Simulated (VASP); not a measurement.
Band structure of Ag2S (relaxed from the fluorite structure, space group Fm-3m). Calculation: PBEsol GGA with spin-orbit coupling, VASP's PBE PAW potentials (set 64) (plane waves; VASP).

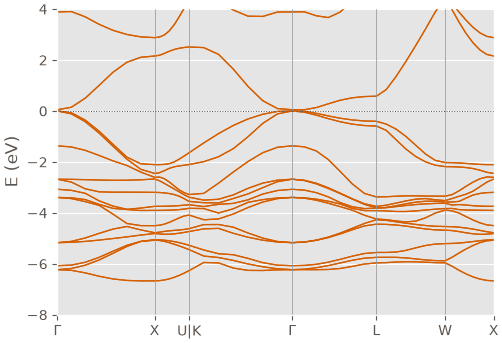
*Bands along high-symmetry lines, zero at the valence-band maximum or, without a gap, the Fermi level*

Q: Read the plot: is there a gap, and where are the band edges?

A: The gap is direct, 0.05 eV, from the valence maximum at Γ to the conduction minimum at Γ.

The structure was generated: Ag2S was put into the fluorite type (Fm-3m), which need not be its known phase. It was relaxed first.
